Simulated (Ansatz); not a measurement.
A series of calculations on C2H5BO2

**1. Relaxation**

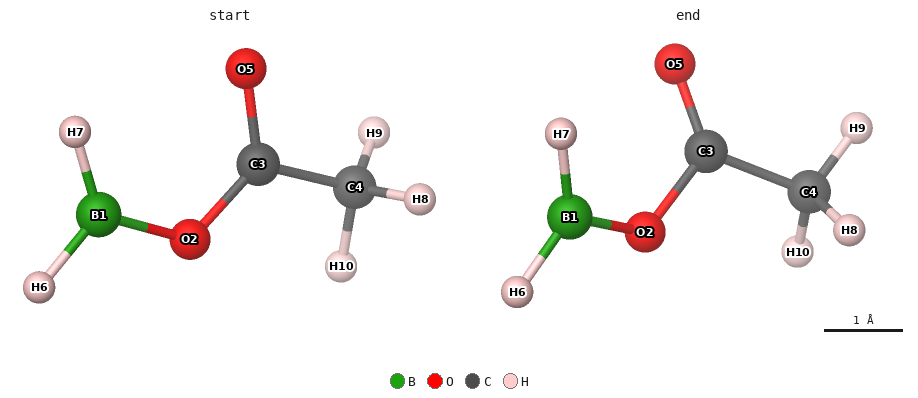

The structure of C2H5BO2 (coarse preliminary run) before (left) and after (right) a relaxation, at one scale.

Style: ball-and-stick. Shown at a tilt.

Theory: RKS PBE-D4/def2-SVP in Ansatz 0.2.0.

Input
```yaml
crystal:
  periodic: [false, false, false]
  atoms:
    - {symbol: B, position_ang: [-0.400900, 1.804500, -1.043800]}
    - {symbol: O, position_ang: [-0.635400, 0.676200, -0.152400]}
    - {symbol: C, position_ang: [0.295500, -0.322200, 0.005600]}
    - {symbol: C, position_ang: [0.127200, -1.435400, 0.958300]}
    - {symbol: O, position_ang: [1.440400, -0.279500, -0.595800]}
    - {symbol: H, position_ang: [-1.306700, 2.672400, -1.148700]}
    - {symbol: H, position_ang: [0.568700, 1.985200, -1.681700]}
    - {symbol: H, position_ang: [0.550200, -1.205200, 1.940800]}
    - {symbol: H, position_ang: [0.484000, -2.374100, 0.606700]}
    - {symbol: H, position_ang: [-1.039900, -1.572900, 1.113800]}
basis:
  gaussian: {orbitals: def2-SVP}
hamiltonian: {xc: pbe, dispersion: d4}
relax: {f_tol: 0.03, max_steps: 250}
```

Q: What changed between the two?

A: The optimiser took 21 steps. The atom that moves furthest after the best rigid fit is O5 (0.73 Å). By element the largest moves are O 0.73 Å, H 0.60 Å, C 0.30 Å, B 0.17 Å. Some distances before and after: C3–O5 1.294 → 1.204 Å, B1–O2 1.457 → 1.372 Å, C4–H10 1.185 → 1.109 Å, B1–H6 1.259 → 1.214 Å. Among the angles between lasting bonds that change: O2–C3–C4 123.0° → 110.4°, C4–C3–O5 115.2° → 127.2°, H6–B1–H7 116.3° → 124.2°. Groups turn about C3–C4 by about 40°, O2–C3 by about 30°. The run took about 60 core-seconds on a shared host.

**2. Relaxation**

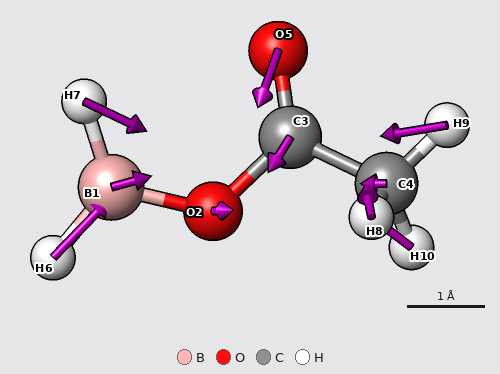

A relaxation of C₂H₅BO₂. The starting structure is drawn; purple arrows show the displacements, 30 times their true length. The two geometries are superimposed by the best rigid fit.

The picture is a ball-and-stick view, seen at a tilt.

These are results of RKS PBE0-D4/def2-TZVP in Ansatz 0.2.0, not measurements. (force threshold 0.005 eV/Å; at most 200 steps)

Question: What did the optimiser do to the structure, and how much energy did it gain?

Answer: The energy falls by 1.16 kcal/mol in 8 geometry steps. The largest force component goes from 1 to 0.0042 eV/Å. The atom that moves furthest after the best rigid fit is H6 (0.036 Å). By element the largest moves are H 0.036 Å, O 0.034 Å, C 0.020 Å, B 0.019 Å. Near-neighbour distances that change, for instance: O2–C3 1.402 → 1.377 Å, B1–H6 1.214 → 1.194 Å, C4–H10 1.109 → 1.092 Å, C4–H9 1.103 → 1.087 Å.

**3. Scan**

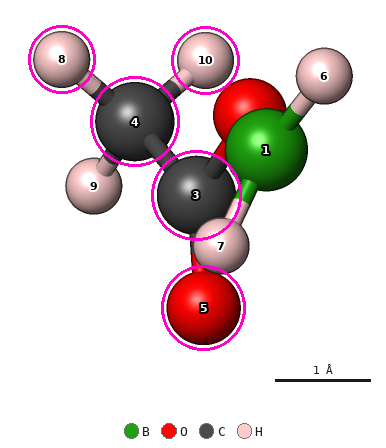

A scan of C₂H₅BO₂: the C3–O5 distance and the H10–C4–H8 angle are varied on a grid, with the rest of the molecule carried along rigidly. The picture shows the minimum geometry. The ringed atoms are those of the scanned coordinate. A ball-and-stick model, seen onto the plane of the angle, with a slight tilt.

Level of theory: CCSD(T) (def2-TZVPP, Ansatz), on geometries moved rigidly from the minimum at PBE0-D4/def2-TZVP. Coupled cluster with a frozen core. Energies are counted from the PBE0-D4/def2-TZVP minimum geometry at the same level.

Input
```yaml
crystal:
  periodic: [false, false, false]
  atoms:
    - {symbol: B, position_ang: [-0.349507, 1.777249, -0.869223]}
    - {symbol: O, position_ang: [-0.610691, 0.581859, -0.265739]}
    - {symbol: C, position_ang: [0.304136, -0.447596, -0.241682]}
    - {symbol: C, position_ang: [0.087071, -1.325664, 0.944914]}
    - {symbol: O, position_ang: [1.118278, -0.600395, -1.096930]}
    - {symbol: H, position_ang: [-1.268485, 2.536996, -0.921701]}
    - {symbol: H, position_ang: [0.745876, 2.025688, -1.269792]}
    - {symbol: H, position_ang: [0.175915, -0.737817, 1.860903]}
    - {symbol: H, position_ang: [0.809871, -2.137232, 0.943639]}
    - {symbol: H, position_ang: [-0.929363, -1.724087, 0.918410]}
basis:
  gaussian: {orbitals: def2-TZVPP}
correlation: {method: ccsd_t}
```

> Give the energy at each point on a grid with rows 1.072, 1.130, 1.217, 1.317, 1.429 and columns 77.0, 92.0, 107.0, 122.0, 137.0 (C3–O5 distance (Å); H10–C4–H8 angle (°)).

Rows: C3–O5 distance (Å); columns: H10–C4–H8 angle (°); values in kJ/mol.

```csv
,77.0,92.0,107.0,122.0,137.0
1.072,155.9,105.8,89.2,106.5,157.5
1.130,90.2,39.8,22.8,39.7,90.3
1.217,69.2,18.3,0.8,17.1,67.1
1.317,112.2,60.9,42.9,58.6,107.8
1.429,200.9,149.2,130.7,145.7,194.2
```

In pairs of (C3–O5 distance (Å); H10–C4–H8 angle (°)): the lowest computed point lies at (1.217, 107.0) (0.8 kJ/mol), the highest at (1.429, 77.0) (200.9 kJ/mol).  Over the ranges scanned the energy rises more along the first axis, the C3–O5 distance. At 5 of the 26 structures the mean-field solution behind CCSD(T) isn't stable (a lower one of broken symmetry exists), so those energies are less reliable. The T1 diagnostic reaches 0.024, so the single-reference result is less sure there.

**4. Energy map**

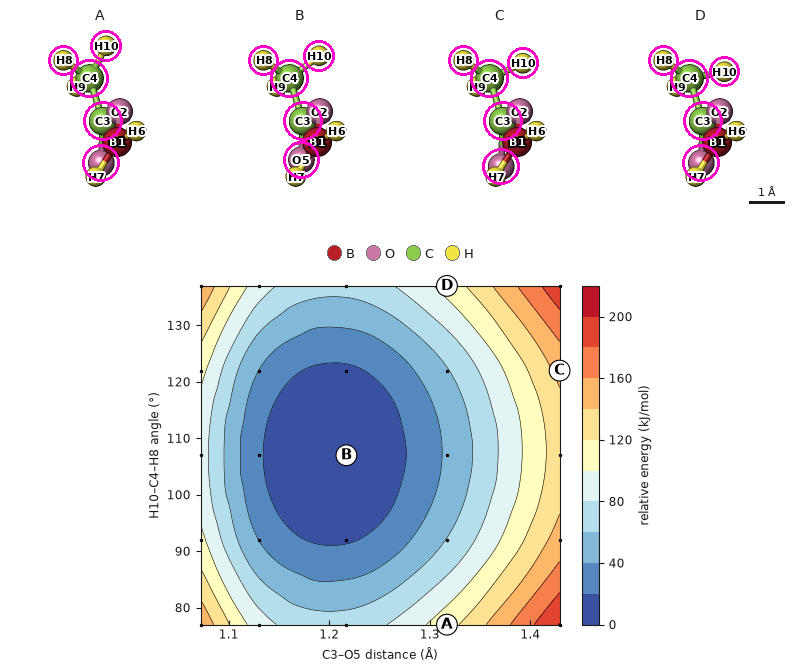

A scan of C₂H₅BO₂: the C3–O5 distance and the H10–C4–H8 angle are varied on a grid, with the rest of the molecule carried along rigidly. The map is interpolated between the computed points (dots). The lettered frames are marked on it. A ball-and-stick model, seen onto the plane of the angle, with a slight tilt. The ringed atoms are those of the scanned coordinates.

Level of theory: CCSD(T) (def2-TZVPP, Ansatz), on geometries moved rigidly from the minimum at PBE0-D4/def2-TZVP. Coupled cluster with a frozen core. Energies are counted from the PBE0-D4/def2-TZVP minimum geometry at the same level.

### Where is the lowest point of the map, and what else does it tell?

In pairs of (C3–O5 distance (Å); H10–C4–H8 angle (°)): the lowest computed point lies at (1.217, 107.0) (0.8 kJ/mol), the highest at (1.429, 77.0) (200.9 kJ/mol).  Over the ranges scanned the energy rises more along the first axis, the C3–O5 distance. At 5 of the 26 structures the mean-field solution behind CCSD(T) isn't stable (a lower one of broken symmetry exists), so those energies are less reliable. The T1 diagnostic reaches 0.024, so the single-reference result is less sure there. The frames lie at A (1.317, 77.0): 112.2 kJ/mol, B (1.217, 107.0): 0.8 kJ/mol, C (1.429, 122.0): 145.7 kJ/mol, D (1.317, 137.0): 107.8 kJ/mol.
